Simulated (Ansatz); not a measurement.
Breaking the Se3–H4 bond in H2SeZn (SMILES [ZnH][SeH]) (multiplicity 1 held, fragments rigid). Energies count from the point at 1.474 Å.
Geometry at that point (charge 0, multiplicity 1):
```
atom    x (Å)    y (Å)    z (Å)
----  -------  -------  -------
Zn    -0.7092  -0.5098  -0.8288
H     -1.6137  -1.1646  -1.8828
Se     0.6540   0.5053   0.7407
H      0.6550  -0.7187   1.5618
```

R- and RO- levels are restricted; in cc, def2 and unpolarised 6-31G sets they are followed outwards from rest. Active spaces are followed from a long bond inwards. Levels need not reach the same state.

Frozen-core correlation. Filled d and f shells under p-block atoms count as core.

Programs: Ansatz (a first-principles code). Values without a source in brackets are computed.

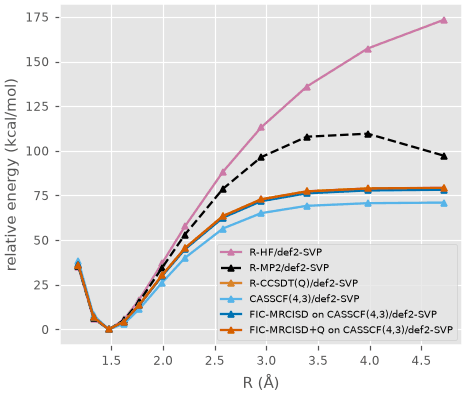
Figure. Relative energy along the coordinate

Problem. Read off the R-MP2/def2-SVP curve at R = 4.716.

Solution. about 97 kcal/mol

Doubts at one or more of the structures used: a restricted determinant that unrestricted orbitals would lower (R-HF/def2-SVP, R-MP2/def2-SVP, R-CCSDT(Q)/def2-SVP); other coupled-cluster roots lie near (R-CCSDT(Q)/def2-SVP); active orbitals that take no part (CASSCF(4,3)/def2-SVP, FIC-MRCISD on CASSCF(4,3)/def2-SVP, FIC-MRCISD+Q on CASSCF(4,3)/def2-SVP).
